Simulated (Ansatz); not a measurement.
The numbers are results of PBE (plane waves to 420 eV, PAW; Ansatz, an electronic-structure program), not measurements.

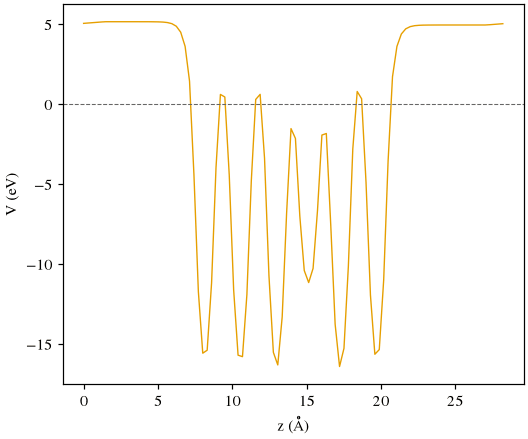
Fig. 1. Electrostatic potential energy of an electron, averaged over planes parallel to the surface, in eV from the Fermi level, for a constructed model of the (111) surface of fcc Au, a layer of V in place of the third plane (bottom of the slab: a bare face, its two planes held)

Model: 6-atom slab, 12.2 Å thick at the start, 15x15x1 mesh, Fermi-Dirac 0.1 eV, dipole correction, 2 atoms held, the rest relaxed; symmetry of the start imposed; spin-polarised, no spin-orbit, no U. The starting moment vanished. In PBE it is, or lies within 0.01 eV a 1x1 cell of, the lowest of the 2 structures of its composition computed so far; larger cells were not tried.

The vacuum level lies 4.96 eV above the Fermi level over the top face and 5.16 eV above it under the bottom face.
